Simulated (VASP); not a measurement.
Band structure of KPb$_{3}$ (space group Pm-3m). Level of theory: PBEsol GGA, VASP's PBE PAW potentials (set 64) (plane waves; VASP 6.6.1).

Unless said otherwise, spin-orbit coupling is left out, though it shifts the bands of the heavy elements here.

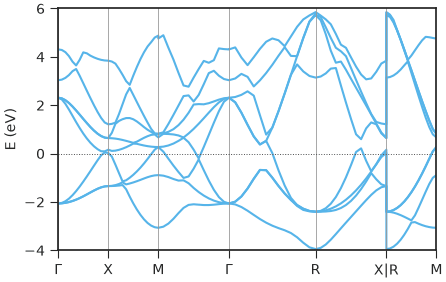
Figure: Bands along high-symmetry lines, zero at the valence-band maximum or, without a gap, the Fermi level

Question: Read the plot: is there a gap, and where are the band edges?

Answer: It has no gap at this level: it comes out as a metal or semimetal. (Edges off the drawn lines would not show.)

The structure comes from a computed database's KPb3 entry (Pm-3m); how it stands against other phases isn't given here. It was relaxed first, which changed the volume by -8 %. The electron count is odd and the run is not spin-polarised, which forces a metal.
